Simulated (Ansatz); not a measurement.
## Profile along the Ag–O line in Ag5(PbO3)2 (space group P-31m)

Ag₅(PbO₃)₂ (space group P-31m)

```
CELL_PARAMETERS angstrom
      5.91485     0.00000     0.00000
     -2.95742     5.12241     0.00000
      0.00000     0.00000     6.42644
ATOMIC_POSITIONS crystal
  Ag 0.00000 0.00000 0.22030
  Ag 0.00000 0.00000 0.77970
  Ag 0.00000 0.50000 0.00000
  Ag 0.50000 0.50000 0.00000
  Ag 0.50000 0.00000 0.00000
  Pb 0.66667 0.33333 0.50000
  Pb 0.33333 0.66667 0.50000
  O  0.62496 0.62496 0.30574
  O  0.37504 0.37504 0.69426
  O  0.37504 0.00000 0.30574
  O  0.62496 0.00000 0.69426
  O  0.00000 0.37504 0.30574
  O  0.00000 0.62496 0.69426
```

Fields along a shortest Ag–O line of a (1 -1 0 0) plane (2.10 Å), from Ag to O, interpolated on the slice's grid (step about 0.2 Å). All values below come from PBEsol (plane waves to 420 eV, PAW, scalar-relativistic; Ansatz, an electronic-structure program). k mesh 8×8×6. Near the nuclei the fields are pseudised (PAW); where an atom keeps semicore shells as valence, they peak there. Ag5(PbO3)2 is run without spin polarisation and with no Hubbard U. Ag5(PbO3)2 was relaxed with its symmetry unable to fall. Spin-orbit coupling is left out, though Pb is heavy.

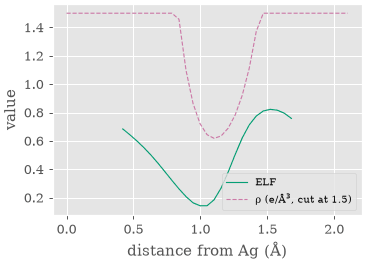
Figure: ELF (away from the nuclei) and valence density from Ag to O.

Density on the Ag–O line (2.10 Å) at its density minimum, 1.1 Å from Ag: 0.62 e/Å³. ELF at that point: 0.2.
